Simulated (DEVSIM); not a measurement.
Structure: Cr/AlN/n-Ge capacitor, at 300 K.

| layer (left to right) | material | thickness (nm) | Nd (cm⁻³) |
|---|---|---|---|
| 1 | AlN | 4.20 | - |
| 2 | Ge | 1100 | 3e17 |

Metal gate on the left, work function 4.5 eV. Fixed charge at the semiconductor interface -2.94e12 cm⁻² (in units of +e); interface traps 6.7e11 cm⁻² eV⁻¹, uniform in energy, neutral level at 0.5 of the gap above the valence band.

This is a model device: material constants are rounded textbook-type values typed into the input, and sizes, dopings and lifetimes were drawn at random. Values at 300 K.

```csv
parameter,AlN,Ge
gap (eV),6.1,0.664
affinity (eV),1.9,4
permittivity,8.5,16
Nc (cm⁻³),-,1.04e19
Nv (cm⁻³),-,6e18
```

Simulated with DEVSIM: 1D Poisson equation in equilibrium, Boltzmann statistics, complete ionisation; no quantum confinement or tunnelling. Metal contacts follow the ideal Schottky-Mott rule: no Fermi-level pinning, no interface dipoles.

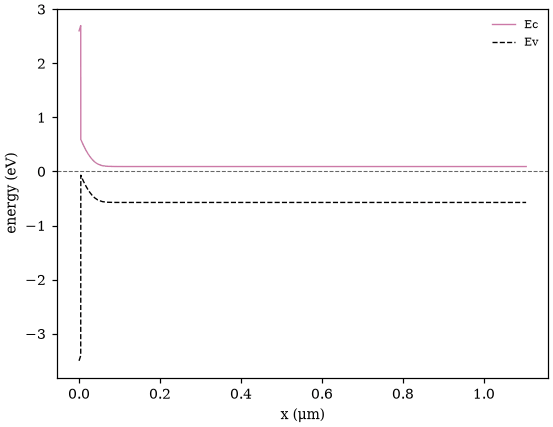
*Band edges at 0.0 V on the gate*

Energies count from the Fermi level of the right contact; mesh points crowd at the junctions.

| x (μm) | Ec (eV) | Ev (eV) | n (cm⁻³) | p (cm⁻³) | field (V/cm) |
|---|---|---|---|---|---|
| 0.000 | 2.600 | -3.500 | < 1e2 | < 1e2 | 230000 |
| 0.0008701 | 2.620 | -3.480 | < 1e2 | < 1e2 | 230000 |
| 0.002090 | 2.649 | -3.451 | < 1e2 | < 1e2 | 230000 |
| 0.003216 | 2.675 | -3.425 | < 1e2 | < 1e2 | 230000 |
| 0.004368 | 0.595 | -0.069 | 1.0e9 | 4.2e17 | -190000 |
| 0.005569 | 0.573 | -0.091 | 2.4e9 | 1.8e17 | -180000 |
| 0.008016 | 0.531 | -0.133 | 1.3e10 | 3.5e16 | -170000 |
| 0.01504 | 0.421 | -0.243 | 8.6e11 | 5.1e14 | -140000 |
| 0.02585 | 0.286 | -0.378 | 1.6e14 | 2.7e12 | -110000 |
| 0.04643 | 0.137 | -0.527 | 5.3e16 | 8.3e9 | -40000 |
| 0.08840 | 0.092 | -0.572 | 2.9e17 | 1.5e9 | -570 |
| 0.2087 | 0.092 | -0.572 | 3.0e17 | 1.5e9 | ≈ 0 |
| 0.3942 | 0.092 | -0.572 | 3.0e17 | 1.5e9 | ≈ 0 |
| 0.6849 | 0.092 | -0.572 | 3.0e17 | 1.5e9 | ≈ 0 |
| 0.9309 | 0.092 | -0.572 | 3.0e17 | 1.5e9 | ≈ 0 |
| 1.017 | 0.092 | -0.572 | 3.0e17 | 1.5e9 | ≈ 0 |
| 1.059 | 0.092 | -0.572 | 3.0e17 | 1.5e9 | ≈ 0 |
| 1.082 | 0.092 | -0.572 | 3.0e17 | 1.5e9 | ≈ 0 |
| 1.095 | 0.092 | -0.572 | 3.0e17 | 1.5e9 | ≈ 0 |
| 1.100 | 0.092 | -0.572 | 3.0e17 | 1.5e9 | ≈ 0 |
| 1.103 | 0.092 | -0.572 | 3.0e17 | 1.5e9 | ≈ 0 |
| 1.104 | 0.092 | -0.572 | 3.0e17 | 1.5e9 | ≈ 0 |
